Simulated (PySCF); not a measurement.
System: C$_{8}$H$_{14}$ (SMILES C=CC1CCCCC1).

Input

```
{"job": {"kind": "nmr", "xc": "PBE0", "basis": "pcSseg-1", "solvent": "acetonitrile", "pop": false}, "charge": 0, "multiplicity": 1}
C      3.053054    -0.713896     0.788847
C      2.159393    -0.295779    -0.087348
C      0.693676    -0.166617     0.186706
C      0.208703     1.263573    -0.053290
C     -1.178537     1.416267     0.552535
C     -2.174741     0.329180     0.105903
C     -1.624615    -0.878971    -0.688257
C     -0.098273    -1.084134    -0.745425
H      2.773610    -1.001574     1.789505
H      4.100357    -0.788454     0.548986
H      2.467053    -0.012182    -1.086228
H      0.497854    -0.438187     1.228821
H      0.185410     1.465123    -1.126141
H      0.888838     1.980757     0.411561
H     -1.072458     1.377847     1.639288
H     -1.578403     2.401572     0.305224
H     -2.676386    -0.048545     0.998347
H     -2.949214     0.795621    -0.505221
H     -2.079351    -1.778253    -0.269619
H     -1.985899    -0.803946    -1.715292
H      0.140813    -2.124077    -0.514561
H      0.249116    -0.895322    -1.764339
```

Command:

```sh
OMP_NUM_THREADS=1 python ens_run.py task.json out
```

Geometry: GFN2-xTB.

Theory: PBE0/pcSseg-1, SCF density, in a acetonitrile solvent model, non-relativistic in PySCF.

Question: Predict the electron density and electron localisation function between the atoms.

Answer: C–C (1.32 Å): ρ at the midpoint is about 2.3 e/Å³; the ELF peaks at about 0.90 between the atoms (a multiple bond).
C–H (1.08 Å): the density is about 2 e/Å³ at the midpoint; the ELF climbs to about 1 towards the hydrogen, as it does in any bond to H; an ordinary covalent bond to hydrogen.
C–C (1.50 Å): ρ is about 1.7 e/Å³ halfway; the ELF peaks at about 0.95 between the atoms, as expected for a shared electron pair.

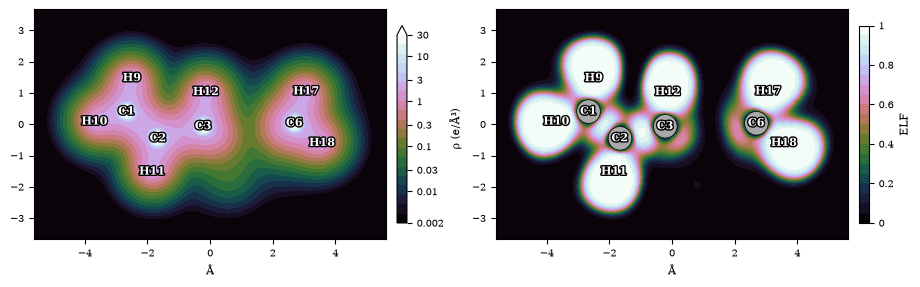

Computed electron density and electron localisation function on the plane of atoms H9, C1 and H10, in this order. Grey discs cover the atomic cores in the ELF map. 
